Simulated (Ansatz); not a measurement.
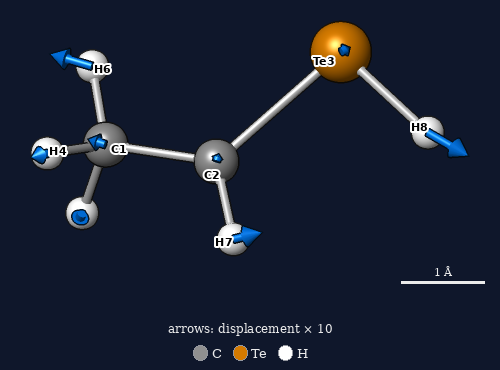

This is a relaxation of C2H5Te (charge +1). The starting structure is drawn; blue arrows show the displacements, 10 times their true length. The two geometries are superimposed by the best rigid fit.

The picture is a ball-and-stick view, seen at a tilt.

The run prepares the start of a later molecular dynamics calculation, from a guessed geometry.

Computed with Ansatz, RKS BLYP-D4/def2-SVP. Settings: no spin polarisation; force threshold 0.02 eV/Å; at most 40 steps.

Question: Which element moves most?

Answer: Hydrogen: up to 0.066 Å, against 0.026 Å for carbon.

Question: Describe the change and its energy.

Answer: An H atom moves most after the best rigid fit: 0.066 Å. Largest moves by element: H 0.066 Å, C 0.026 Å, Te 0.015 Å. Among the contacts that change: H–Te 1.627 → 1.691 Å, C–C 1.444 → 1.470 Å, C–H 1.099 → 1.118 Å, C–H 1.089 → 1.105 Å. After 5 geometry steps the energy has fallen by 1.66 kcal/mol. The largest force component goes from 0.93 to 0.0036 eV/Å. The run took roughly 13 core-seconds on a shared host.
